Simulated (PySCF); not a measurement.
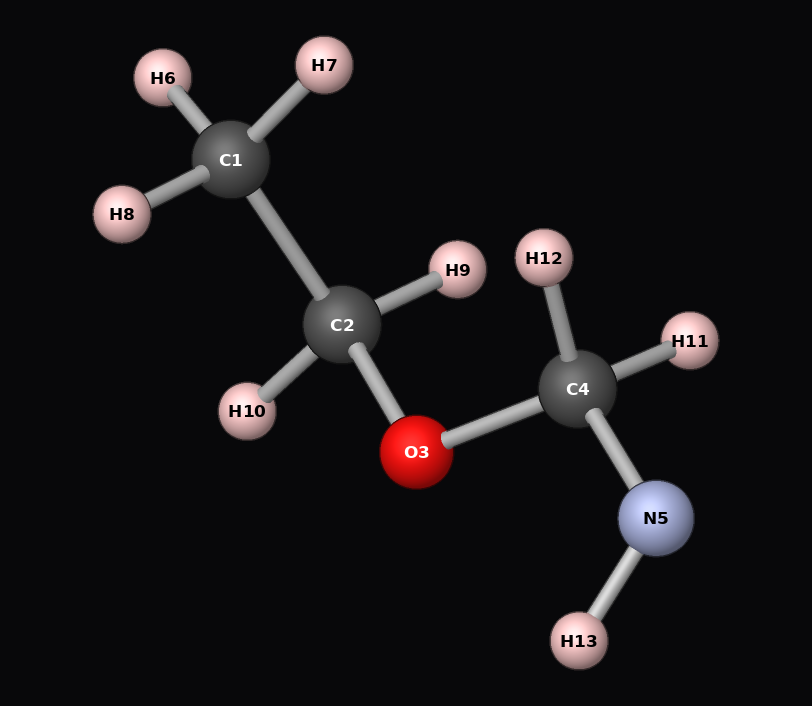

The questions are on Mulliken spin populations. State: neutral, doublet. Computed geometry: GFN2-xTB optimisation. No frequency run is at hand to confirm it as a minimum. Properties computed with UKS B3LYP, pcH-1 on C H N O, non-relativistic (PySCF 2.14.0).

List the Mulliken spin populations.

```tsv
atom	value (e)
C1	0.00
C2	0.00
O3	0.00
C4	−0.09
N5	0.94
H6	0.00
H7	0.00
H8	0.00
H9	0.00
H10	0.00
H11	0.08
H12	0.09
H13	−0.03
```

Mulliken values depend strongly on the basis set.
